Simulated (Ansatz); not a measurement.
## GaNH3OF: geometry relaxation

The run: geometry relaxation of GaNH3OF, SMILES [NH2][Ga]([OH])[F]. Method and program: RKS B3LYP/def2-SVP (Ansatz 0.2.0).

It belongs to a series of runs on one base structure; here: end point A relaxed.

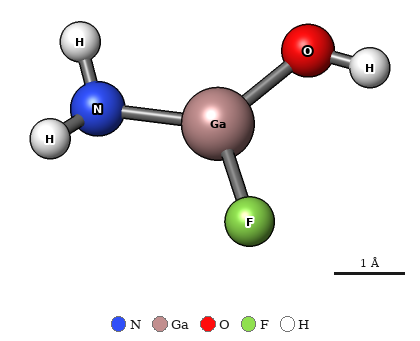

**Figure 1.** The input geometry (ball-and-stick view, seen at a tilt). Sticks mark near contacts.

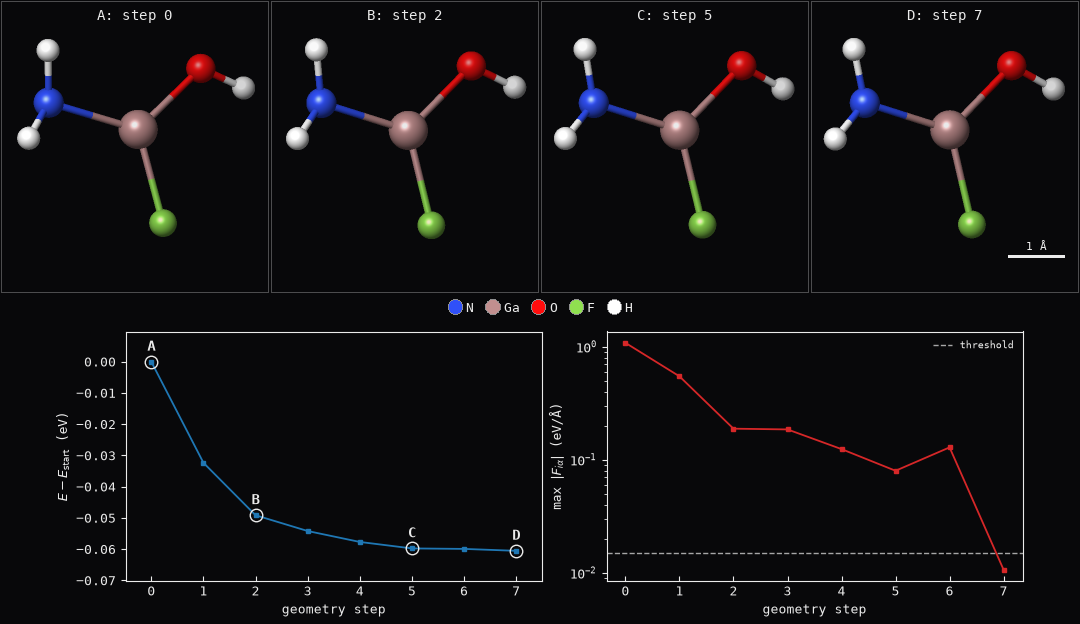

**Figure 2.** Frames of the relaxation (ball-and-stick view, seen at a tilt) above the curves, on which the letters mark them (the first geometry is step 0 here and step 1 in the log).

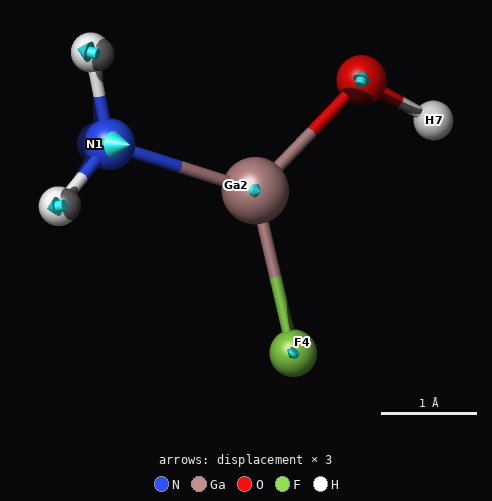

**Figure 3.** Start (faint) and end (solid) with the displacements as teal arrows, magnified 3 times (ball-and-stick view, seen at a tilt). The two geometries are laid on each other by the best rigid fit. Over 7 geometry steps the energy falls by 0.061 eV. The largest force component goes from 1.1 to 0.011 eV/Å. The atom that moves furthest after the best rigid fit is N1 (0.15 Å). Largest moves by element: N 0.15 Å, H 0.08 Å, O 0.06 Å, Ga 0.04 Å, F 0.04 Å. Among the contacts that change: Ga2–O3 1.734 → 1.780 Å, N1–Ga2 1.834 → 1.801 Å, O3–H7 0.959 → 0.966 Å, Ga2–F4 1.755 → 1.761 Å. Among the angles that change: Ga2–N1–H6 113.5° → 121.7°, Ga2–N1–H5 114.5° → 121.4°, Ga2–O3–H7 118.9° → 113.2°. (Atoms are counted from 1 in the order of the input.)

The input and output of the run follow.

## The input
```yaml
crystal:
  periodic: [false, false, false]
  atoms:
    - { symbol: "N", position_ang: [-0.85149, 1.15823, -0.3762] }
    - { symbol: Ga, position_ang: [0.08829, -0.39013, -0.08988] }
    - { symbol: O, position_ang: [1.67553, -0.4672, 0.60431] }
    - { symbol: F, position_ang: [-0.56439, -1.92844, -0.62647] }
    - { symbol: H, position_ang: [-1.85962, 1.03905, -0.41292] }
    - { symbol: H, position_ang: [-0.62066, 1.89826, 0.27858] }
    - { symbol: H, position_ang: [2.13233, -1.30977, 0.62258] }
basis:
  gaussian: { orbitals: def2-SVP }
hamiltonian:
  xc: b3lyp
relax:
  f_tol: 0.015
  max_steps: 40
```

Launch command:
```bash
ansatz run input.yaml --threads 1 --pin off --max-ram 2048MiB --backend cpu --events-out ev --progress --plain --runs-dir out
```

## What the program printed
```
The last accepted step is kept in [file] (removed where the run ends without a failure and the disk answers)
Engine: ansatz 0.2.0, aarch64-unknown-linux-gnu
Functional definition: B3LYP
  parameter a0 = 0.2
  parameter ax = 0.72
  parameter ac = 0.81
  exchange = (1 - a0 - ax)*slater_x + ax*b88_x + a0*exact_x
  correlation = (1 - ac)*vwn_rpa_c + ac*lyp_c
939 factors; integrals over basis functions are off by at most 4.1e-4 eV
mean field evaluation 1: about -58659.8696 eV, gradient 8.5e1 eV
mean field evaluation 2: about -58630.9332 eV, gradient 1.4e2 eV
mean field evaluation 4: about -58672.6622 eV, gradient 9.9e0 eV
mean field evaluation 8: about -58672.8223 eV, gradient 1.6e-1 eV
mean field -58672.82232772 eV, -2156.1864506764 hartree, gradient 4.6e-5 eV, S^2 0.000000; 0 other end points of the search recorded, 0 dependent functions left out
the calculation of the forces begins
reference -58672.82255549 eV, -2156.1864590467 hartree; 29, 29 occupied and 60, 60 virtual orbitals, 939 factors
relax step   1: F+E_penalty+E_count = -58672.82232772 eV  Δ(F+E_penalty+E_count) = +0.000e0 eV  max|allowed force component| = 1.083e0 eV/Å  Δτ_max = 0.0000 Å  (26 SCF iters, accepted)
these checks for a lower state are left out or cut short: starts, cluster_reference, orbital_swaps, neighbouring_geometries, increment
939 factors; integrals over basis functions are off by at most 4.2e-4 eV
mean field evaluation 16: about -58672.8240 eV, gradient 3.3e0 eV
mean field -58672.85466661 eV, -2156.1876391086 hartree, gradient 8.4e-5 eV, S^2 0.000000; 0 other end points of the search recorded, 0 dependent functions left out
the calculation of the forces begins
reference -58672.85489493 eV, -2156.1876474991 hartree; 29, 29 occupied and 60, 60 virtual orbitals, 939 factors
relax step   2: F+E_penalty+E_count = -58672.85466661 eV  Δ(F+E_penalty+E_count) = -3.234e-2 eV  max|allowed force component| = 5.474e-1 eV/Å  Δτ_max = 0.0321 Å  (27 SCF iters, accepted)
these checks for a lower state are left out or cut short: starts, cluster_reference, orbital_swaps, neighbouring_geometries, increment
939 factors; integrals over basis functions are off by at most 4.2e-4 eV
mean field -58672.87145638 eV, -2156.1882561212 hartree, gradient 1.5e-5 eV, S^2 0.000000; 0 other end points of the search recorded, 0 dependent functions left out
the calculation of the forces begins
reference -58672.87168551 eV, -2156.1882645417 hartree; 29, 29 occupied and 60, 60 virtual orbitals, 939 factors
relax step   3: F+E_penalty+E_count = -58672.87145638 eV  Δ(F+E_penalty+E_count) = -1.679e-2 eV  max|allowed force component| = 1.885e-1 eV/Å  Δτ_max = 0.0406 Å  (30 SCF iters, accepted)
these checks for a lower state are left out or cut short: starts, cluster_reference, orbital_swaps, neighbouring_geometries, increment
939 factors; integrals over basis functions are off by at most 4.1e-4 eV
mean field evaluation 32: about -58672.8765 eV, gradient 9.3e-5 eV
mean field -58672.87651000 eV, -2156.1884418383 hartree, gradient 9.7e-6 eV, S^2 0.000000; 0 other end points of the search recorded, 0 dependent functions left out
the calculation of the forces begins
reference -58672.87673873 eV, -2156.1884502439 hartree; 29, 29 occupied and 60, 60 virtual orbitals, 939 factors
relax step   4: F+E_penalty+E_count = -58672.87651000 eV  Δ(F+E_penalty+E_count) = -5.054e-3 eV  max|allowed force component| = 1.857e-1 eV/Å  Δτ_max = 0.0478 Å  (29 SCF iters, accepted)
these checks for a lower state are left out or cut short: starts, cluster_reference, orbital_swaps, neighbouring_geometries, increment
939 factors; integrals over basis functions are off by at most 4.0e-4 eV
mean field -58672.88000537 eV, -2156.1885702908 hartree, gradient 9.0e-5 eV, S^2 0.000000; 0 other end points of the search recorded, 0 dependent functions left out
the calculation of the forces begins
reference -58672.88023398 eV, -2156.1885786922 hartree; 29, 29 occupied and 60, 60 virtual orbitals, 939 factors
relax step   5: F+E_penalty+E_count = -58672.88000537 eV  Δ(F+E_penalty+E_count) = -3.495e-3 eV  max|allowed force component| = 1.243e-1 eV/Å  Δτ_max = 0.0325 Å  (27 SCF iters, accepted)
these checks for a lower state are left out or cut short: starts, cluster_reference, orbital_swaps, neighbouring_geometries, increment
939 factors; integrals over basis functions are off by at most 4.0e-4 eV
mean field -58672.88207736 eV, -2156.1886464351 hartree, gradient 8.9e-5 eV, S^2 0.000000; 0 other end points of the search recorded, 0 dependent functions left out
the calculation of the forces begins
reference -58672.88230579 eV, -2156.1886548297 hartree; 29, 29 occupied and 60, 60 virtual orbitals, 939 factors
relax step   6: F+E_penalty+E_count = -58672.88207736 eV  Δ(F+E_penalty+E_count) = -2.072e-3 eV  max|allowed force component| = 8.000e-2 eV/Å  Δτ_max = 0.0121 Å  (27 SCF iters, accepted)
these checks for a lower state are left out or cut short: starts, cluster_reference, orbital_swaps, neighbouring_geometries, increment
939 factors; integrals over basis functions are off by at most 3.9e-4 eV
mean field -58672.88223174 eV, -2156.1886521085 hartree, gradient 8.4e-6 eV, S^2 0.000000; 0 other end points of the search recorded, 0 dependent functions left out
the calculation of the forces begins
reference -58672.88245994 eV, -2156.1886604947 hartree; 29, 29 occupied and 60, 60 virtual orbitals, 939 factors
relax step   7: F+E_penalty+E_count = -58672.88223174 eV  Δ(F+E_penalty+E_count) = -1.544e-4 eV  max|allowed force component| = 1.288e-1 eV/Å  Δτ_max = 0.0257 Å  (30 SCF iters, accepted)
these checks for a lower state are left out or cut short: starts, cluster_reference, orbital_swaps, neighbouring_geometries, increment
939 factors; integrals over basis functions are off by at most 3.9e-4 eV
mean field -58672.88284670 eV, -2156.1886747080 hartree, gradient 9.0e-5 eV, S^2 0.000000; 0 other end points of the search recorded, 0 dependent functions left out
the calculation of the forces begins
reference -58672.88307508 eV, -2156.1886831005 hartree; 29, 29 occupied and 60, 60 virtual orbitals, 939 factors
relax step   8: F+E_penalty+E_count = -58672.88284670 eV  Δ(F+E_penalty+E_count) = -6.150e-4 eV  max|allowed force component| = 1.066e-2 eV/Å  Δτ_max = 0.0218 Å  (27 SCF iters, accepted)
939 factors; integrals over basis functions are off by at most 3.9e-4 eV
mean field evaluation 64: about -58672.8709 eV, gradient 6.0e-1 eV
mean field -58672.88284670 eV, -2156.1886747080 hartree, gradient 9.0e-5 eV, S^2 0.000000; 1 other end points of the search recorded, 0 dependent functions left out
the calculation of the forces begins
reference -58672.88307508 eV, -2156.1886831005 hartree; 29, 29 occupied and 60, 60 virtual orbitals, 939 factors
Total energy: -58672.88307508 eV, -2156.1886831005 hartree
Atom 0 at    -0.881472     1.094750    -0.243405 Å, force    -0.007344     0.001691    -0.002662 eV/Å
Atom 1 at     0.084178    -0.414854    -0.063617 Å, force    -0.005789    -0.004553    -0.002592 eV/Å
Atom 2 at     1.727939    -0.444794     0.618379 Å, force     0.003955    -0.002193     0.001652 eV/Å
Atom 3 at    -0.577497    -1.934813    -0.658848 Å, force     0.006212     0.010657     0.006465 eV/Å
Atom 4 at    -1.867384     1.067002    -0.478071 Å, force     0.005403     0.007281     0.000409 eV/Å
Atom 5 at    -0.614750     1.956342     0.219832 Å, force    -0.005469    -0.008920    -0.001838 eV/Å
Atom 6 at     2.128977    -1.323634     0.605730 Å, force     0.003033    -0.003963    -0.001435 eV/Å
Dipole moment:    -0.093943     0.264528     0.129662 e Å
```

## Trajectory as extended XYZ (Å, eV, eV/Å), 8 frames, from step=1 to step=8
```
7
Properties=species:S:1:pos:R:3:forces:R:3 step=1 energy=-58672.82233
N    -0.8515    1.1582   -0.3762    0.2582  -0.4802   0.1315
Ga    0.0883   -0.3901   -0.0899   -1.0826   0.2768  -0.4603
O     1.6755   -0.4672    0.6043    1.0474   0.4379   0.5218
F    -0.5644   -1.9284   -0.6265   -0.1528  -0.1672  -0.1203
H    -1.8596    1.0391   -0.4129   -0.1037   0.0431  -0.0591
H    -0.6207    1.8983    0.2786   -0.0005   0.2079   0.0282
H     2.1323   -1.3098    0.6226    0.0340  -0.3182  -0.0418
7
Properties=species:S:1:pos:R:3:forces:R:3 step=2 energy=-58672.85467
N    -0.8530    1.1437   -0.3593    0.0915  -0.2324   0.2283
Ga    0.0734   -0.4021   -0.0640   -0.4877   0.0832  -0.3419
O     1.6944   -0.4609    0.6081    0.5474   0.2476   0.2971
F    -0.5776   -1.9300   -0.6479   -0.0735  -0.0366  -0.0130
H    -1.8644    1.0457   -0.4232    0.0223   0.0441  -0.0451
H    -0.6198    1.9143    0.2645   -0.0291   0.0305  -0.0766
H     2.1469   -1.3107    0.6219   -0.0709  -0.1364  -0.0489
7
Properties=species:S:1:pos:R:3:forces:R:3 step=3 energy=-58672.87146
N    -0.8565    1.1257   -0.3290   -0.1136   0.1004   0.1885
Ga    0.0870   -0.4070   -0.1020    0.0341  -0.1228   0.1048
O     1.7218   -0.4444    0.6132   -0.0385  -0.0154  -0.0601
F    -0.6088   -1.9345   -0.6526    0.0848   0.1280   0.0129
H    -1.8685    1.0482   -0.4315    0.1708   0.0082  -0.0334
H    -0.6222    1.9252    0.2620   -0.0127  -0.1652  -0.1646
H     2.1472   -1.3133    0.6400   -0.1249   0.0668  -0.0481
7
Properties=species:S:1:pos:R:3:forces:R:3 step=4 energy=-58672.87651
N    -0.8582    1.1136   -0.3071   -0.1857   0.1511   0.1591
Ga    0.0722   -0.4174   -0.0577    0.1541  -0.1039  -0.0639
O     1.7274   -0.4397    0.6140   -0.1084  -0.0723  -0.0270
F    -0.5975   -1.9351   -0.6642    0.0608   0.1121   0.0803
H    -1.8661    1.0564   -0.4511    0.1734   0.0075  -0.0061
H    -0.6199    1.9365    0.2472   -0.0181  -0.1638  -0.1235
H     2.1421   -1.3142    0.6191   -0.0761   0.0693  -0.0190
7
Properties=species:S:1:pos:R:3:forces:R:3 step=5 energy=-58672.88000
N    -0.8727    1.1084   -0.2790    0.0437  -0.0400   0.0593
Ga    0.0663   -0.4205   -0.0568    0.1177  -0.0647  -0.0344
O     1.7145   -0.4463    0.6289   -0.0918   0.0161  -0.0293
F    -0.5710   -1.9529   -0.6584    0.0142   0.1243   0.0501
H    -1.8693    1.0790   -0.4644   -0.0204  -0.0068  -0.0125
H    -0.6093    1.9451    0.2334   -0.0065  -0.0415  -0.0251
H     2.1415   -1.3129    0.5964   -0.0568   0.0126  -0.0082
7
Properties=species:S:1:pos:R:3:forces:R:3 step=6 energy=-58672.88208
N    -0.8736    1.1022   -0.2709   -0.0184   0.0333   0.0268
Ga    0.0756   -0.4162   -0.0632    0.0367  -0.0800  -0.0094
O     1.7159   -0.4434    0.6306   -0.0114   0.0003  -0.0163
F    -0.5732   -1.9450   -0.6553    0.0124   0.0603   0.0177
H    -1.8684    1.0734   -0.4667    0.0025  -0.0041  -0.0083
H    -0.6084    1.9437    0.2307   -0.0092  -0.0107  -0.0167
H     2.1321   -1.3147    0.5948   -0.0125   0.0008   0.0061
7
Properties=species:S:1:pos:R:3:forces:R:3 step=7 energy=-58672.88223
N    -0.8753    1.1003   -0.2626    0.0058   0.0152   0.0237
Ga    0.0786   -0.4170   -0.0663    0.0168  -0.0330  -0.0197
O     1.7265   -0.4408    0.6073   -0.0658   0.1286   0.0105
F    -0.5774   -1.9428   -0.6551    0.0061   0.0348   0.0151
H    -1.8664    1.0738   -0.4748   -0.0078  -0.0076  -0.0047
H    -0.6133    1.9435    0.2373   -0.0052  -0.0092  -0.0160
H     2.1272   -1.3169    0.6142    0.0501  -0.1288  -0.0090
7
Properties=species:S:1:pos:R:3:forces:R:3 step=8 energy=-58672.88285
N    -0.8815    1.0947   -0.2434   -0.0073   0.0017  -0.0027
Ga    0.0842   -0.4149   -0.0636   -0.0058  -0.0046  -0.0026
O     1.7279   -0.4448    0.6184    0.0040  -0.0022   0.0017
F    -0.5775   -1.9348   -0.6588    0.0062   0.0107   0.0065
H    -1.8674    1.0670   -0.4781    0.0054   0.0073   0.0004
H    -0.6148    1.9563    0.2198   -0.0055  -0.0089  -0.0018
H     2.1290   -1.3236    0.6057    0.0030  -0.0040  -0.0014
```

## Results in brief

```json
{"quantity": "outcome", "value": "converged"}
{"quantity": "total energy", "value": "−58672.8831 eV"}
{"quantity": "mean-field energy", "value": "−58672.8831 eV"}
{"quantity": "largest force (length of the vector) at the end", "value": "0.014 eV/Å"}
{"quantity": "hardware", "value": "1 thread of Arm Neoverse V1, 24 GiB of memory available, shared host"}
{"quantity": "wall time", "value": "34 s"}
{"quantity": "peak memory", "value": "0.18 GiB"}
```
